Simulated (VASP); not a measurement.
Band structure of PbSe (rock salt). These are modified Becke-Johnson potential (mBJ) with spin-orbit coupling, VASP's PBE PAW potentials (set 64) (plane waves; VASP) values and carry that method's errors.

mBJ is a potential without an energy functional, so only the levels count.

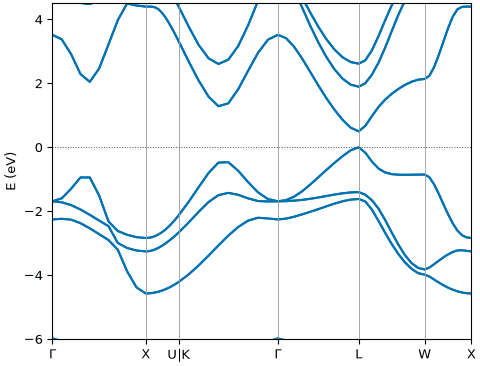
Bands along high-symmetry lines, zero at the valence-band maximum or, without a gap, the Fermi level

Task: Read the plot: is there a gap, and where are the band edges?

Result: The gap is direct, 0.50 eV, from the valence maximum at L to the conduction minimum at L.

The compound is PbSe in the rock salt structure. It was relaxed first. The cell's shape comes from a PBE relaxation.
